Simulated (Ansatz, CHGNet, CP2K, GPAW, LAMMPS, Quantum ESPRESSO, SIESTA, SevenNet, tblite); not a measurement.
## Glassy 76SiO2-24K2O (mol %) (114 atoms): runs against a plane-wave reference

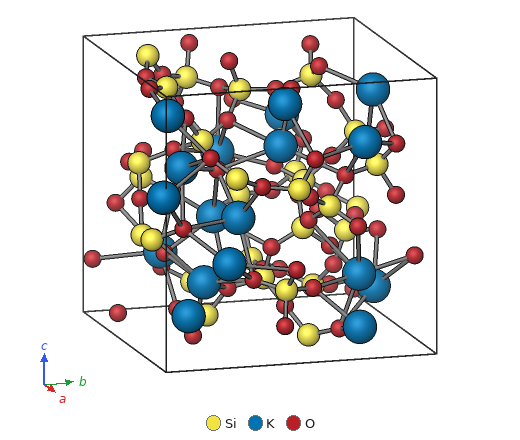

The cell (silicon yellow, potassium blue, oxygen red). Bonds to atoms that aren't drawn are left out. Some periodic images of atoms are drawn too.

Density of this cell: 2.31 g/cm³. The cell holds 114 atoms: 29 Si, 18 K and 67 O. Cell: a = 12.299 Å, b = 12.299 Å, c = 12.299 Å, α = 90.0°, β = 90.0°, γ = 90.0°. 114 atoms (29 Si, 18 K, 67 O) placed at random at 2.38 g/cm³, melted at 4000 K for 10 ps at fixed volume with the Morse and Coulomb pair potential with partial charges (Pedone, Malavasi, Menziani, Cormack and Segre, J. Phys. Chem. B 110, 11780 (2006)). Quenched from 4000 K to 300 K at 25 K/ps and fixed volume, held 10 ps at zero pressure, then minimised at fixed cell.

Geometry: as built.

The reference, a calculation:

- method: Kohn-Sham DFT, PBE, PAW, plane waves (Ansatz 0.2.0); cutoff 420 eV, Γ point, fermi-dirac smearing of 0.05 eV; PAW set soft_2
- r.m.s. force component: 0.9849 eV/Å
- longest force: 3.829 eV/Å
- pressure: 4.588 GPa
- gap (highest filled to lowest empty level): 2.135 eV
- SCF cycles: 9
- time: 38 s on 4 threads of Arm Neoverse V1, shared host
- CPU time: 2.4 min

Q: Estimate the differences from the reference, the CPU time and the memory of each run.
- GPAW RPBE, LCAO dzp, h 0.18 Å (GPAW 26.7.0; 2 MPI ranks)
- tblite GFN1-xTB (tblite 0.8.0; 1 thread)
- CP2K PBE, DZVP-MOLOPT-SR, 210/50 Ry, OT DIIS (CP2K 2026.2; 2 threads)
- SIESTA PBE, DZ, shift 0.01 Ry, mesh 500 Ry (SIESTA 5.4.2; 2 MPI ranks)
- CHGNet r2SCAN potential (CHGNet r2SCAN; 1 thread)
- QE PBE, sssp-1.3.0-efficiency, 60/480 Ry (Quantum ESPRESSO 7.5; 4 MPI ranks)
- CHGNet 0.3.0 potential (CHGNet 0.3.0; 1 thread)
- GPAW PBE, LCAO dzp, h 0.18 Å (GPAW 26.7.0; 2 MPI ranks)
- CP2K PBE, DZVP-MOLOPT-SR, 600/50 Ry, OT DIIS (CP2K 2026.2; 4 MPI ranks)
- QE PBE, sssp-1.3.0-efficiency, 35/280 Ry (Quantum ESPRESSO 7.5; 4 MPI ranks)

Differences are against the plane-wave reference, forces as r.m.s. over components; share is that over the reference's r.m.s. force, slope the least-squares factor from reference forces to these. Total energies of different programs have different zeros and aren't compared.

| run | Δ force, r.m.s. (meV/Å) | share (%) | slope | Δ pressure (GPa) | Δ gap (eV) | cores | CPU time | memory (GiB) |
| --- | --- | --- | --- | --- | --- | --- | --- | --- |
| reference | - | - | - | - | - | 4 | 2.4 min | 2.6 |
| GPAW RPBE, LCAO dzp, h 0.18 Å | 387 | 39.3 | 1.321 | - | -0.537 | 2 | 11 min | 3.0 |
| tblite GFN1-xTB | 928 | 94.2 | 0.823 | 2.97 | - | 1 | 7.5 s | 0.15 |
| CP2K PBE, DZVP-MOLOPT-SR, 210/50 Ry, OT DIIS (coarse) | 152 | 15.4 | 1.001 | 0.373 | -0.134 | 2 | 11 min | 0.96 |
| SIESTA PBE, DZ, shift 0.01 Ry, mesh 500 Ry (coarse) | 869 | 88.2 | 1.539 | 10.8 | -0.736 | 2 | 4.6 min | 2.2 |
| CHGNet r2SCAN potential | 272 | 27.7 | 0.763 | -3.24 | - | 1 | 4.7 s | 1.2 |
| QE PBE, sssp-1.3.0-efficiency, 60/480 Ry | 35.4 | 3.60 | 1.024 | 0.159 | 0.0026 | 4 | 33 min | 6.7 |
| CHGNet 0.3.0 potential | 136 | 13.8 | 0.988 | 0.339 | - | 1 | 4.1 s | 1.2 |
| GPAW PBE, LCAO dzp, h 0.18 Å | 327 | 33.2 | 1.274 | - | -0.545 | 2 | 11 min | 3.0 |
| CP2K PBE, DZVP-MOLOPT-SR, 600/50 Ry, OT DIIS | 107 | 10.8 | 1.000 | 0.0675 | -0.112 | 4 | 15 min | 4.5 |
| QE PBE, sssp-1.3.0-efficiency, 35/280 Ry (coarse) | 32.6 | 3.31 | 1.022 | -8.32 | -0.0075 | 4 | 14 min | 3.1 |

Rows marked coarse were listed beforehand as settings not expected to be converged; some can still land near the reference.

Times of the machine-learned potentials are mostly Python's start and the loading of weights.

CPU time is summed over cores on a shared host, where runs went side by side, so it is rough. Symmetry, cutoffs, thresholds, outputs and thread counts weren't matched or tuned between programs; memory under MPI is the largest rank's times the ranks.

PBE on plane waves or a grid with other potentials, cutoffs or grids, coarse settings apart, differs from the reference by 3.6 % (QE PBE, sssp-1.3.0-efficiency, 60/480 Ry) of the r.m.s. force; this holds the reference's own error, so differences of a few per cent don't tell which side is nearer the exact PBE result (QE's 60 Ry are 816 eV, against the reference's 420 eV). The PBE runs in local orbitals, coarse settings apart, differ by 11 % (CP2K PBE, DZVP-MOLOPT-SR, 600/50 Ry, OT DIIS) to 33 % (GPAW PBE, LCAO dzp, h 0.18 Å); basis, grid and potentials can all enter. Tight binding differs by 94 % (tblite GFN1-xTB); it is another model, with fitted parameters of its own, and the xTB methods hold dispersion. Machine-learned potentials differ by 14 % (CHGNet 0.3.0 potential) to 28 % (CHGNet r2SCAN potential); they were trained on other programs' data, some at another functional. Periodic xTB results under one method name differ between programs and library versions. Machine-learned potentials mimic data converged in k, so the reference's own k-point error enters their differences. The network of bonds at the start is that of the classical potential that made the cell, and needn't be the one that DFT or experiment would give. The electronic-structure runs sample only Γ, in a cell whose shortest periodic width is 12 Å.

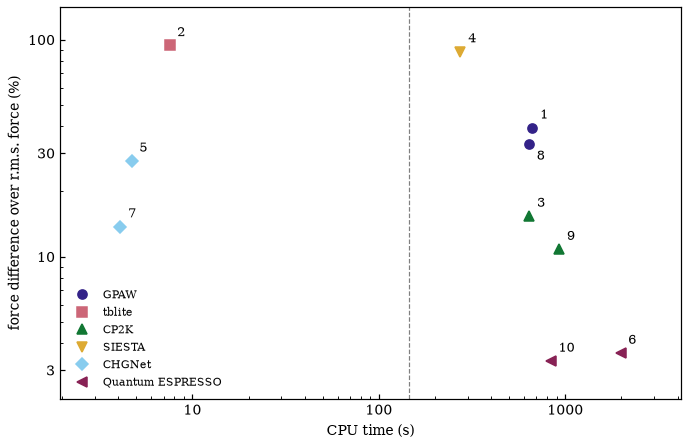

Force difference against CPU time; the dashed line marks the reference's time. Points: 1 GPAW RPBE, LCAO dzp, h 0.18 Å; 2 tblite GFN1-xTB; 3 CP2K PBE, DZVP-MOLOPT-SR, 210/50 Ry, OT DIIS; 4 SIESTA PBE, DZ, shift 0.01 Ry, mesh 500 Ry; 5 CHGNet r2SCAN potential; 6 QE PBE, sssp-1.3.0-efficiency, 60/480 Ry; 7 CHGNet 0.3.0 potential; 8 GPAW PBE, LCAO dzp, h 0.18 Å; 9 CP2K PBE, DZVP-MOLOPT-SR, 600/50 Ry, OT DIIS; 10 QE PBE, sssp-1.3.0-efficiency, 35/280 Ry.

[Hosts, paths, dates, database ids (printed as entryN), source tags and the programs' standing remarks are cut or masked in the printed files.]
